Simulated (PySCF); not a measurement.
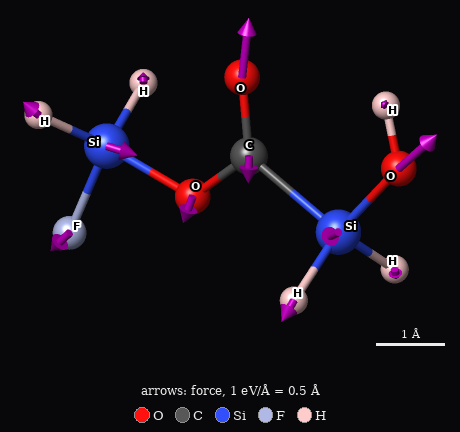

Starting geometry of CH5FO3Si2 with the computed forces as purple arrows. Style: ball-and-stick. Shown from a free direction.

The start comes from GFN2-xTB. Its atoms were then displaced at random by about 0.01 Å.

Theory: PBE0-D3(BJ)/def2-SVP geometry optimisation, gas phase (PySCF 2.14.0, density-fitted response routines). 

Q: Is this structure relaxed? If not, where do the atoms go?

A: It isn't relaxed: the largest force vector, on an O atom, is 1.91 eV/Å. The final displacements have little in common with the starting forces (cosine between the two patterns 0.11). The atom that moves furthest after the best rigid fit is an H atom (0.42 Å). Largest moves by element: H 0.42 Å, F 0.31 Å, O 0.22 Å, C 0.18 Å, Si 0.08 Å. Among the contacts that change: O–Si 1.604 → 1.656 Å, H–Si 1.452 → 1.488 Å, C–O 1.193 → 1.215 Å, F–Si 1.593 → 1.614 Å. Among the angles between lasting bonds that change: Si–O–H 121.4° → 111.0°, C–O–Si 125.7° → 115.7°, O–C–Si 124.4° → 119.8°. After 15 geometry steps the energy has fallen by 5.07 kcal/mol. The run took 2.4 min on 1 thread of Arm Neoverse V1, on a shared host.
